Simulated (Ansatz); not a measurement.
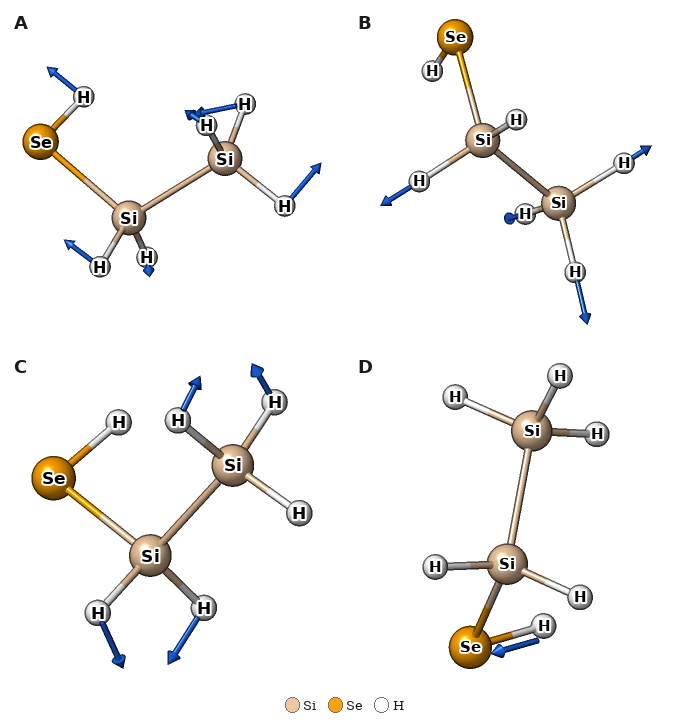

4 normal modes of one molecule or complex, as arrows. Harmonic vibrations computed with RKS PBE0-D4/def2-TZVP (Ansatz 0.2.0) at a stationary point of the same level.

> Match the panels to the wavenumbers 494 cm⁻¹, 924 cm⁻¹, 2215 cm⁻¹, 2440 cm⁻¹.

A: 494 cm⁻¹, H–Si–Si bending
B: 2215 cm⁻¹, in-phase stretching of 4 Si–H bonds
C: 924 cm⁻¹, H–Si–H bending
D: 2440 cm⁻¹, Se–H stretching
